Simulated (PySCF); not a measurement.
## Geometry relaxation, with input and output: C₃H₁₀Cl₂Ga₂O (part 1 of 2)

C₃H₁₀Cl₂Ga₂O, SMILES CC(C)[O][GaH-]1[Cl+][GaH2-][Cl+]1, computed with PBE0-D3(BJ)/def2-SVP geometry optimisation, gas phase (PySCF 2.14.0).

It belongs to a series of runs on one base structure; here: H on Ga replaced by OiPr.

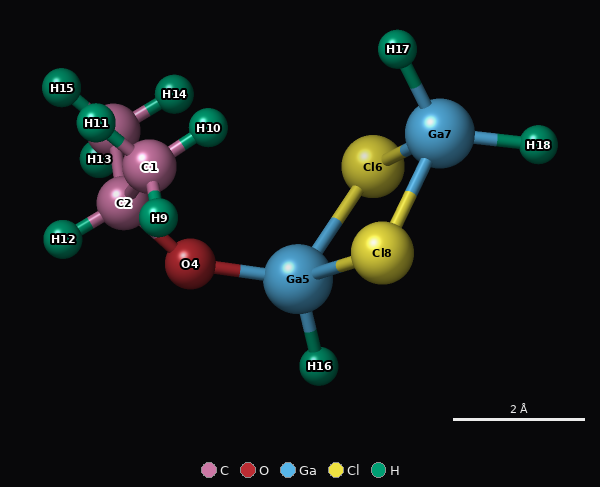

Figure 1. The input geometry (ball-and-stick view, seen at a tilt; atoms are numbered from 1 in the order of the input). Sticks mark near contacts. Bond lengths as drawn: Cl–Ga 2.25 to 2.33 Å, C–C 1.52 to 1.53 Å, C–H 1.07 to 1.12 Å, C–O 1.44 Å, Ga–H 1.50 to 1.57 Å and Ga–O 1.68 Å.

Input file
```
{"job": {"xc": "PBE0", "basis": "def2-SVP", "d3": "d3bj", "grid": 1, "shake": 0.01, "kind": "geom"}, "charge": 0, "multiplicity": 1}
C     -1.268860     0.702290     1.142320
C     -1.631020    -0.468700     0.245450
C     -1.901060    -0.017250    -1.196170
O     -0.536850    -1.411320     0.276000
Ga     1.126090    -1.585930     0.139110
Cl     2.107040    -0.487450    -1.642050
Ga     3.110460     0.969820    -0.228860
Cl     2.406430    -0.228760     1.540270
H     -1.051350     0.384960     2.161510
H     -0.422740     1.248590     0.738320
H     -2.137410     1.413600     1.198030
H     -2.510600    -0.976990     0.643400
H     -2.092190    -0.872120    -1.827630
H     -1.019650     0.515610    -1.556740
H     -2.746550     0.636000    -1.230310
H      1.554350    -3.014760     0.245600
H      2.357980     2.344470    -0.283080
H      4.628420     0.859880    -0.350920
```

The first line tells a small driver script what to run in PySCF; the rest is the geometry in Å.

Machine: 1 CPU thread, shared host.

Run as:
```bash
OMP_NUM_THREADS=1 python <driver script> task.json out
```

The program's output
```
step   0  E = -4963.86414115  max force = 0.077228
step   1  E = -4963.87905321  max force = 0.016177
step   2  E = -4963.88138988  max force = 0.009232
step   3  E = -4963.88225303  max force = 0.002484
step   4  E = -4963.88234650  max force = 0.001753
step   5  E = -4963.88240601  max force = 0.000739
step   6  E = -4963.88242577  max force = 0.000618
step   7  E = -4963.88245733  max force = 0.000829
step   8  E = -4963.88253171  max force = 0.002470
step   9  E = -4963.88112321  max force = 0.008261
step  10  E = -4963.88218476  max force = 0.005351
step  11  E = -4963.88248240  max force = 0.003932
step  12  E = -4963.88273245  max force = 0.003087
step  13  E = -4963.88290033  max force = 0.001133
step  14  E = -4963.88298971  max force = 0.001128
step  15  E = -4963.88305007  max force = 0.000924
step  16  E = -4963.88307138  max force = 0.000587
step  17  E = -4963.88307641  max force = 0.000408
optimisation converged
```

Trajectory as extended XYZ (Å, eV, eV/Å), 18 frames, from step=0 to step=17
```
18
Properties=species:S:1:pos:R:3:forces:R:3 step=0 energy=-135073.62330
C    -1.2689    0.7023    1.1423   -1.5442   0.4188  -0.1230
C    -1.6310   -0.4687    0.2455    1.7393   0.0486  -0.3714
C    -1.9011   -0.0173   -1.1962    0.8734  -0.5267   1.1370
O    -0.5369   -1.4113    0.2760   -3.9712   0.9267   0.0999
Ga    1.1261   -1.5859    0.1391    1.7896  -0.4373  -0.0636
Cl    2.1070   -0.4874   -1.6421   -0.2663  -0.3026  -1.0598
Ga    3.1105    0.9698   -0.2289    0.4040   1.5435  -0.1919
Cl    2.4064   -0.2288    1.5403   -0.1671  -0.2251   1.1049
H    -1.0514    0.3850    2.1615    0.1546  -0.1792   0.2736
H    -0.4227    1.2486    0.7383    0.4806   0.2670  -0.1665
H    -2.1374    1.4136    1.1980    0.5690  -0.3403  -0.0162
H    -2.5106   -0.9770    0.6434   -0.2316  -0.3364   0.1527
H    -2.0922   -0.8721   -1.8276   -0.0809  -0.5301  -0.4329
H    -1.0196    0.5156   -1.5567    0.2059   0.1645  -0.2694
H    -2.7466    0.6360   -1.2303   -0.8908   0.7316  -0.0715
H     1.5543   -3.0148    0.2456    0.5858  -0.8216   0.0184
H     2.3580    2.3445   -0.2831   -0.1662  -0.1696   0.0263
H     4.6284    0.8599   -0.3509    0.5158  -0.2317  -0.0467
18
Properties=species:S:1:pos:R:3:forces:R:3 step=1 energy=-135074.02907
C    -1.2065    0.7114    1.1370   -0.6069   0.2693   0.0090
C    -1.6258   -0.4484    0.2488    0.7894   0.0863  -0.1357
C    -1.8343    0.0013   -1.1921   -0.0830  -0.0834   0.3247
O    -0.6612   -1.4763    0.3006    0.1584  -0.1371  -0.0067
Ga    1.1053   -1.6768    0.1520   -0.7499  -0.1834   0.1289
Cl    2.0274   -0.5196   -1.6695   -0.1065  -0.1565  -0.4076
Ga    3.0113    1.0131   -0.2296    0.2916   0.8318  -0.0948
Cl    2.3391   -0.2596    1.5806   -0.0615  -0.1316   0.4095
H    -1.0307    0.3838    2.1704    0.0946  -0.0600   0.0087
H    -0.2998    1.1936    0.7452    0.1085   0.0021   0.0121
H    -2.0010    1.4825    1.1662    0.1443  -0.0959  -0.0021
H    -2.5594   -0.8882    0.6401   -0.0580  -0.0034  -0.0020
H    -2.0866   -0.8555   -1.8284   -0.0049  -0.0681  -0.0689
H    -0.9121    0.4658   -1.5674    0.0378   0.0379  -0.1042
H    -2.6481    0.7342   -1.2525   -0.0894   0.1166  -0.0734
H     1.6314   -3.1180    0.2470    0.1607  -0.0801  -0.0231
H     2.1684    2.3307   -0.2683   -0.1235  -0.1577   0.0276
H     4.5537    0.9374   -0.3659    0.0985  -0.1869  -0.0020
18
Properties=species:S:1:pos:R:3:forces:R:3 step=2 energy=-135074.09266
C    -1.1631    0.7409    1.1249   -0.0921   0.0054  -0.0069
C    -1.5854   -0.4285    0.2490    0.1644   0.0224  -0.0665
C    -1.8162   -0.0003   -1.1929   -0.0174  -0.0171   0.0775
O    -0.6683   -1.4955    0.3085    0.0349   0.0522   0.0515
Ga    1.0809   -1.7245    0.1514   -0.2603  -0.1794   0.0632
Cl    1.9798   -0.5240   -1.6734   -0.0319  -0.0793  -0.2195
Ga    2.9509    1.0303   -0.2086    0.2448   0.4747  -0.0611
Cl    2.3163   -0.3079    1.5990   -0.0212  -0.0876   0.2055
H    -0.9841    0.4122    2.1587    0.0503  -0.0098  -0.0018
H    -0.2430    1.2043    0.7347    0.0248   0.0117   0.0340
H    -1.9406    1.5213    1.1482   -0.0010  -0.0396  -0.0271
H    -2.5301   -0.8390    0.6494   -0.0510   0.0270   0.0024
H    -2.0979   -0.8672   -1.8075    0.0015  -0.0034  -0.0138
H    -0.8962    0.4384   -1.6097   -0.0037   0.0047  -0.0415
H    -2.6186    0.7503   -1.2615    0.0007   0.0064  -0.0002
H     1.6389   -3.1636    0.2173    0.0801   0.0394  -0.0227
H     2.0489    2.3031   -0.2125   -0.0936  -0.0970   0.0190
H     4.4990    0.9611   -0.3609   -0.0292  -0.1306   0.0078
18
Properties=species:S:1:pos:R:3:forces:R:3 step=3 energy=-135074.11615
C    -1.1047    0.7627    1.1019    0.0915  -0.0386   0.0074
C    -1.5577   -0.4111    0.2507   -0.1020   0.0011  -0.0124
C    -1.8118   -0.0089   -1.1932    0.0182   0.0138  -0.0662
O    -0.6790   -1.5062    0.3211   -0.0271   0.0242   0.0565
Ga    1.0582   -1.7618    0.1478    0.0395  -0.0590  -0.0042
Cl    1.9380   -0.5141   -1.6764    0.0138  -0.0135  -0.0417
Ga    2.8981    1.0530   -0.1787    0.0981   0.1277  -0.0252
Cl    2.3027   -0.3589    1.6184   -0.0085  -0.0324   0.0326
H    -0.9134    0.4432    2.1371   -0.0085   0.0099  -0.0077
H    -0.1776    1.2073    0.7036   -0.0388   0.0051   0.0026
H    -1.8718    1.5500    1.1168   -0.0332   0.0277   0.0094
H    -2.5131   -0.7802    0.6712    0.0061   0.0076  -0.0042
H    -2.1337   -0.8818   -1.7809   -0.0032   0.0129   0.0141
H    -0.8965    0.3954   -1.6557   -0.0108  -0.0102   0.0223
H    -2.5962    0.7617   -1.2599    0.0122  -0.0216   0.0167
H     1.6541   -3.1873    0.1760    0.0236   0.0426  -0.0130
H     1.9328    2.2732   -0.1392   -0.0369  -0.0386   0.0069
H     4.4428    0.9752   -0.3466   -0.0339  -0.0588   0.0059
18
Properties=species:S:1:pos:R:3:forces:R:3 step=4 energy=-135074.11869
C    -1.1173    0.7719    1.1003    0.0679  -0.0290   0.0024
C    -1.5604   -0.4093    0.2536   -0.0901  -0.0251  -0.0094
C    -1.8230   -0.0153   -1.1912    0.0199   0.0070  -0.0396
O    -0.6743   -1.4997    0.3252    0.0010   0.0459   0.0548
Ga    1.0630   -1.7577    0.1413    0.0222   0.0102  -0.0153
Cl    1.9452   -0.5024   -1.6830    0.0011  -0.0034   0.0030
Ga    2.9237    1.0536   -0.1757    0.0316   0.0276  -0.0123
Cl    2.3188   -0.3695    1.6187   -0.0240  -0.0088  -0.0066
H    -0.9170    0.4577    2.1352   -0.0086   0.0034  -0.0006
H    -0.1995    1.2299    0.6978   -0.0048   0.0058  -0.0126
H    -1.8962    1.5490    1.1173   -0.0113   0.0033   0.0104
H    -2.5121   -0.7829    0.6785    0.0094  -0.0034  -0.0055
H    -2.1421   -0.8925   -1.7733   -0.0028   0.0063   0.0098
H    -0.9130    0.3934   -1.6592    0.0026  -0.0036   0.0150
H    -2.6134    0.7489   -1.2556    0.0059  -0.0080   0.0077
H     1.6704   -3.1768    0.1550    0.0112   0.0124  -0.0091
H     1.9544    2.2685   -0.1240   -0.0186  -0.0128   0.0044
H     4.4641    0.9445   -0.3469   -0.0125  -0.0279   0.0035
18
Properties=species:S:1:pos:R:3:forces:R:3 step=5 energy=-135074.12031
C    -1.1152    0.7722    1.1000   -0.0033   0.0106  -0.0008
C    -1.5650   -0.4093    0.2570   -0.0162   0.0008  -0.0063
C    -1.8244   -0.0185   -1.1894    0.0053   0.0053  -0.0016
O    -0.6768   -1.4971    0.3321    0.0205  -0.0169   0.0380
Ga    1.0602   -1.7524    0.1376    0.0149   0.0306  -0.0196
Cl    1.9383   -0.4934   -1.6883   -0.0029   0.0038   0.0171
Ga    2.9283    1.0569   -0.1776   -0.0109  -0.0264  -0.0020
Cl    2.3143   -0.3679    1.6173   -0.0147   0.0038  -0.0131
H    -0.9091    0.4593    2.1339   -0.0009  -0.0026   0.0000
H    -0.2010    1.2308    0.6902   -0.0017  -0.0008  -0.0096
H    -1.8948    1.5493    1.1224    0.0044  -0.0009   0.0088
H    -2.5159   -0.7814    0.6843    0.0025  -0.0034  -0.0064
H    -2.1457   -0.8962   -1.7691   -0.0022  -0.0009   0.0005
H    -0.9115    0.3859   -1.6547    0.0011  -0.0008   0.0042
H    -2.6123    0.7474   -1.2555   -0.0007   0.0039  -0.0024
H     1.6810   -3.1650    0.1424    0.0007  -0.0060  -0.0067
H     1.9556    2.2681   -0.1204    0.0011   0.0026   0.0002
H     4.4652    0.9227   -0.3481    0.0030  -0.0028  -0.0002
18
Properties=species:S:1:pos:R:3:forces:R:3 step=6 energy=-135074.12085
C    -1.1185    0.7738    1.1007   -0.0174   0.0087   0.0027
C    -1.5681   -0.4105    0.2612    0.0162   0.0053  -0.0146
C    -1.8270   -0.0217   -1.1860   -0.0013  -0.0029   0.0118
O    -0.6758   -1.4955    0.3377    0.0058  -0.0108   0.0318
Ga    1.0608   -1.7466    0.1333    0.0070   0.0155  -0.0182
Cl    1.9321   -0.4843   -1.6922   -0.0072   0.0054   0.0091
Ga    2.9355    1.0555   -0.1804   -0.0147  -0.0251   0.0016
Cl    2.3146   -0.3666    1.6140   -0.0095   0.0065  -0.0043
H    -0.9070    0.4626    2.1340    0.0064  -0.0022   0.0006
H    -0.2081    1.2341    0.6845    0.0034   0.0000  -0.0017
H    -1.8999    1.5490    1.1271    0.0045  -0.0049   0.0021
H    -2.5173   -0.7847    0.6895   -0.0010  -0.0024  -0.0042
H    -2.1471   -0.9003   -1.7648   -0.0013  -0.0016  -0.0032
H    -0.9132    0.3826   -1.6494    0.0001   0.0006  -0.0034
H    -2.6152    0.7438   -1.2541   -0.0009   0.0048  -0.0019
H     1.6856   -3.1575    0.1301   -0.0022  -0.0071  -0.0048
H     1.9692    2.2716   -0.1185    0.0068   0.0057  -0.0014
H     4.4706    0.9060   -0.3527    0.0053   0.0045  -0.0019
18
Properties=species:S:1:pos:R:3:forces:R:3 step=7 energy=-135074.12170
C    -1.1173    0.7792    1.0993   -0.0233   0.0012   0.0041
C    -1.5707   -0.4116    0.2706    0.0426   0.0054  -0.0230
C    -1.8360   -0.0318   -1.1781   -0.0075  -0.0070   0.0183
O    -0.6740   -1.4935    0.3492   -0.0140  -0.0046   0.0214
Ga    1.0606   -1.7375    0.1220    0.0046  -0.0165  -0.0167
Cl    1.9125   -0.4591   -1.6989   -0.0143   0.0099  -0.0038
Ga    2.9459    1.0535   -0.1814   -0.0095  -0.0155   0.0068
Cl    2.3169   -0.3705    1.6077   -0.0014   0.0093   0.0068
H    -0.8921    0.4737    2.1314    0.0104  -0.0021  -0.0003
H    -0.2143    1.2407    0.6684    0.0066   0.0018   0.0070
H    -1.9013    1.5515    1.1323    0.0020  -0.0045  -0.0044
H    -2.5162   -0.7867    0.7056   -0.0065   0.0020   0.0019
H    -2.1584   -0.9136   -1.7506   -0.0005  -0.0014  -0.0020
H    -0.9235    0.3695   -1.6463   -0.0014   0.0021  -0.0082
H    -2.6240    0.7338   -1.2482   -0.0010   0.0035   0.0004
H     1.6900   -3.1466    0.0972   -0.0040  -0.0033  -0.0012
H     1.9955    2.2810   -0.1036    0.0122   0.0088  -0.0032
H     4.4774    0.8794   -0.3627    0.0050   0.0110  -0.0040
18
Properties=species:S:1:pos:R:3:forces:R:3 step=8 energy=-135074.12373
C    -1.1017    0.8085    1.0813   -0.0289  -0.0231   0.0096
C    -1.5770   -0.4160    0.3149    0.1156   0.0047  -0.0493
C    -1.8908   -0.0881   -1.1372   -0.0262  -0.0238   0.0279
O    -0.6616   -1.4837    0.3997   -0.1026   0.0211  -0.0180
Ga    1.0586   -1.6961    0.0633    0.0018  -0.1270  -0.0254
Cl    1.8154   -0.3187   -1.7185   -0.0372   0.0417  -0.0139
Ga    2.9968    1.0462   -0.1730    0.0109   0.0103   0.0239
Cl    2.3398   -0.4061    1.5797    0.0243   0.0259   0.0413
H    -0.8070    0.5367    2.1052    0.0183  -0.0022  -0.0025
H    -0.2370    1.2714    0.5783    0.0169   0.0057   0.0318
H    -1.8959    1.5682    1.1437   -0.0043  -0.0046  -0.0242
H    -2.5011   -0.7890    0.7935   -0.0158   0.0147   0.0234
H    -2.2300   -0.9894   -1.6686    0.0012  -0.0009   0.0009
H    -0.9924    0.2960   -1.6448   -0.0100   0.0060  -0.0194
H    -2.6800    0.6759   -1.2116    0.0001  -0.0042   0.0076
H     1.7018   -3.0939   -0.0750   -0.0023   0.0084   0.0105
H     2.1291    2.3241   -0.0031    0.0319   0.0169  -0.0111
H     4.5043    0.7655   -0.4138    0.0062   0.0304  -0.0132
18
Properties=species:S:1:pos:R:3:forces:R:3 step=9 energy=-135074.08540
C    -1.1031    0.8925    1.0233   -0.0241  -0.0461   0.0042
C    -1.5877   -0.4299    0.4440    0.2790  -0.0007  -0.1282
C    -2.0489   -0.2654   -0.9980   -0.0961  -0.0884   0.0837
O    -0.5892   -1.4252    0.5336   -0.3581   0.1005  -0.0570
Ga    1.0516   -1.5251   -0.1064   -0.0212  -0.4248  -0.1125
Cl    1.5703    0.1549   -1.6762    0.0312   0.1007  -0.1307
Ga    3.1923    0.9938   -0.1668    0.0773   0.0693   0.0808
Cl    2.4480   -0.5249    1.4823    0.1323   0.0438   0.1750
H    -0.6116    0.7313    1.9934    0.0134  -0.0052   0.0011
H    -0.3839    1.3605    0.3292    0.0247   0.0106   0.1099
H    -1.9297    1.6022    1.1758   -0.0541  -0.0055  -0.0551
H    -2.4305   -0.8138    1.0438   -0.0556   0.0606   0.0820
H    -2.3997   -1.2262   -1.4041   -0.0010   0.0117   0.0078
H    -1.2101    0.0896   -1.6154   -0.0280   0.0253  -0.0595
H    -2.8670    0.4670   -1.0828    0.0005  -0.0114   0.0231
H     1.6760   -2.8541   -0.6000    0.0108   0.0395   0.0388
H     2.6460    2.3738    0.2884    0.0635   0.0347  -0.0378
H     4.5482    0.4103   -0.6501    0.0054   0.0855  -0.0257
```
